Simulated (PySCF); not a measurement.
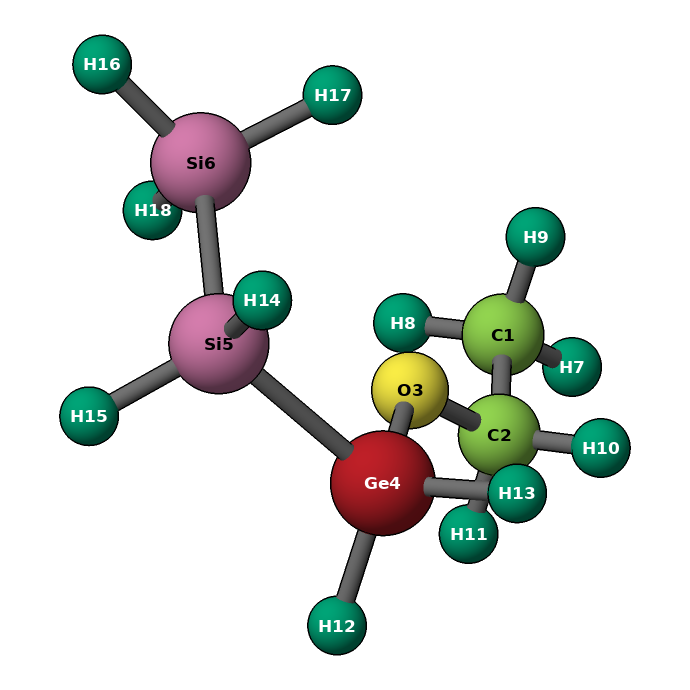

The computed structure is the end point of a PBE0-D3(BJ)/def2-SVP optimisation. No frequency run is at hand to confirm it as a minimum. Properties computed with GIAO PBE0/aug-cc-pVDZ NMR shielding, non-relativistic, gas phase (PySCF 2.14.0). Principal shieldings σ11 ≤ σ22 ≤ σ33, span Ω = σ33 − σ11, skew κ = 3(σiso − σ22)/Ω.

Question: Which Si atom has the most anisotropic shielding?

Answer: Si5, with a span of 29 ppm.

Give the shielding tensors of the Si atoms.

```
atom    σ11    σ22    σ33   σiso     Ω     κ
 Si5  494.1  499.4  522.9  505.4  28.8  0.63
 Si6  508.8  510.3  521.3  513.5  12.5  0.76
```

Shieldings and span in ppm.
